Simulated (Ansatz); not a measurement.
# WSe2: stiffness from strained cells

Aim: the elastic tensor from the stress of slightly strained cells, and the moduli that follow. Runs: reference run (LAPW); ions clamped (LAPW). Companion runs by PAW are cited.

Computed with Ansatz 0.2.0 (DFT PBEsol, all-electron LAPW, scalar-relativistic unless said, unless a step's input says otherwise).

### Step 1. Starting point

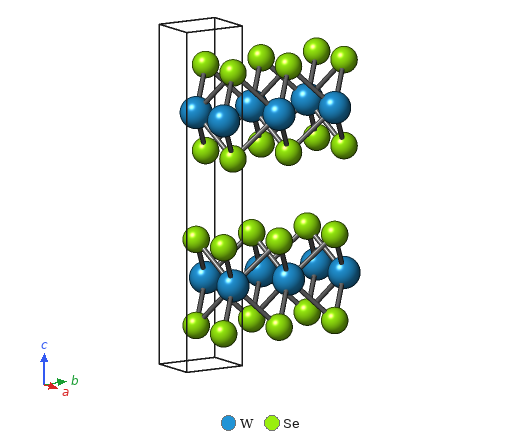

The starting structure, seen slightly off an axis (tungsten blue, selenium green). 2×3×1 cells are drawn.

Coordinates:

```cif
data_structure
_symmetry_space_group_name_H-M 'P6_3/mmc'
_symmetry_Int_Tables_number 194
_cell_length_a 3.2712
_cell_length_b 3.2712
_cell_length_c 13.2224
_cell_angle_alpha 90.000
_cell_angle_beta 90.000
_cell_angle_gamma 120.000
_cell_volume 122.53
loop_
_atom_site_label
_atom_site_type_symbol
_atom_site_symmetry_multiplicity
_atom_site_Wyckoff_symbol
_atom_site_fract_x
_atom_site_fract_y
_atom_site_fract_z
_atom_site_occupancy
W1 W 2 c 0.33333 0.66667 0.25000 1
Se1 Se 4 f 0.33333 0.66667 0.62338 1
```

Cartesian axes are those of the input's lattice vectors. The structure goes back to a database entry.

### Step 2. Reference run, LAPW

Input file input.yaml:

```yaml
crystal:
  lattice:
    - [3.27116001945, 0.0, 0.0]
    - [-1.63558000973, 2.83290767669, 0.0]
    - [0.0, 0.0, 13.22240455928]
  atoms:
    - { symbol: W, position: [0.333333333333, 0.666666666667, 0.25] }
    - { symbol: W, position: [0.666666666667, 0.333333333333, 0.75] }
    - { symbol: Se, position: [0.333333333333, 0.666666666667, 0.623384412997] }
    - { symbol: Se, position: [0.666666666667, 0.333333333333, 0.123384412997] }
    - { symbol: Se, position: [0.333333333333, 0.666666666667, 0.876615587003] }
    - { symbol: Se, position: [0.666666666667, 0.333333333333, 0.376615587003] }
kpoints:
  mp_grid: { grid: [6, 6, 2] }
scf:
  occupations: { method: fixed }
hamiltonian:
  xc: pbesol
  pseudopotentials: { kind: all_electron, lapw: { basis_error: 0.001 } }
elastic:
  mode: relaxed_ion
  stencil: two_point
  amplitude: 0.005
```

Started as:

```
> ansatz run input.yaml --threads 2 --pin off --max-ram 6144MiB --backend cpu --events-out ev --progress --plain --runs-dir out
```

Standard output, shortened:

```text
LAPW: plane waves up to 9.467 Å⁻¹, error target 1.0e-3 eV per atom; small_component_spin mean_spin; Se in spheres of 1.166 Å, 24 of its electrons in bands, Dirac shells []; W in spheres of 1.282 Å, 44 of its electrons in bands, Dirac shells [] (how accurate: [...]
Pseudopotentials: kind: all_electron
Pseudopotential: W, LAPW, valence charge 44, lapw/all_electron/scalar/gaussian/W, Koelling and Harmon's equation, gaussian nucleus
Pseudopotential: Se, LAPW, valence charge 24, lapw/all_electron/scalar/gaussian/Se, Koelling and Harmon's equation, gaussian nucleus
Functional definition: PBEsol
[...]
davidson cushion auto → on  (no smearing: the cushion is to keep the highest requested band from converging to the state above it; pin scf.eigensolver.cushion to override)
Crystal: 6 atoms, lattice volume = 122.531 Å³
Basis set: ecut = 341.4318523065449 eV, 1719 PW (Γ), exchange–correlation at level 2
Bands: 111, of which v1, the nominal top of the filled ones, is band 92 counted from 1 (91 counted from 0)
Symmetry: 24 space group operations
Space group: P63/mmc (ITA 194), of the structure as read, at distance tolerance 5.0e-5 Å
k-points: 14 of 72
[...]
SCF iter   1: F=—  HF=-1142475.386008 eV  |F-HF|=—  |Δ(HF+E_count)|=         —  Δρ=2.77e-2  dr2=1.83e0  ethr=9.92e-4  ⟨swp⟩=2.0  Hψ=9630  notcnv=0
[...]
the basis was enlarged: its passes take 219.9 KiB over the memory plan, 2 of 2 planned eigensolver slots
[...]
  moduli (Voigt/Reuss/Hill, GPa): K = 57.45/23.31/40.38   G = 46.19/21.38/33.78   E = 79.25   ν = 0.173
  mechanically stable: yes (min eigenvalue of sym C = 13.09 GPa)
  where every solve meets its electron count the energy-path curvature estimates C_jj along a normal strain and C_jj − ¼(σ⁰_aa + σ⁰_bb) along a shear (ab), closely only under elastic.basis: deformed
  strain η (Voigt 11):  stress-route row diagonal C_11 = 197.20 GPa, energy-path curvature d²(F+E_count)/dδ²/Ω₀ = 197.17 GPa
         δ    σ_11 (GPa)             F (eV)   n_scf  n_hpsi   n_pw
    -5.000e-3      -1.0379    -1142474.7798312       2   21232   1797   relax 4 steps, max|allowed force component| 2.77e-5 eV/Å
     5.000e-3       0.9341    -1142474.7801196       2   21392   1797   relax 4 steps, max|allowed force component| 1.27e-5 eV/Å
  strain η (Voigt 33):  stress-route row diagonal C_33 = 26.55 GPa, energy-path curvature d²(F+E_count)/dδ²/Ω₀ = 26.52 GPa
         δ    σ_33 (GPa)             F (eV)   n_scf  n_hpsi   n_pw
    -5.000e-3      -0.1308    -1142474.7816385       2   11460   1797   relax 3 steps, max|allowed force component| 1.93e-5 eV/Å
     5.000e-3       0.1348    -1142474.7815749       2   11552   1797   relax 3 steps, max|allowed force component| 2.39e-5 eV/Å
  strain η (Voigt 23):  stress-route row diagonal C_44 = 13.09 GPa, energy-path curvature d²(F+E_count)/dδ²/Ω₀ = 13.10 GPa
         δ    σ_23 (GPa)             F (eV)   n_scf  n_hpsi   n_pw
    -5.000e-3      -0.0654    -1142474.7817350       2   21320   1797   relax 4 steps, max|allowed force component| 2.36e-5 eV/Å
     5.000e-3       0.0654    -1142474.7817350       2   21324   1797   relax 4 steps, max|allowed force component| 3.02e-5 eV/Å
```

Wall time 12 min (2 threads of Intel Xeon 6975P-C (Granite Rapids), shared host); peak memory 1.2 GiB.

C in GPa (Voigt order xx, yy, zz, yz, xz, xy):

```
197.2  36.3   5.9   0.0   0.0   0.0
 36.3 197.2   5.9   0.0   0.0   0.0
  5.9   5.9  26.6   0.0   0.0   0.0
  0.0   0.0   0.0  13.1   0.0   0.0
  0.0   0.0   0.0   0.0  13.1   0.0
  0.0   0.0   0.0   0.0   0.0  80.5
```

[end of part 1 of 2]
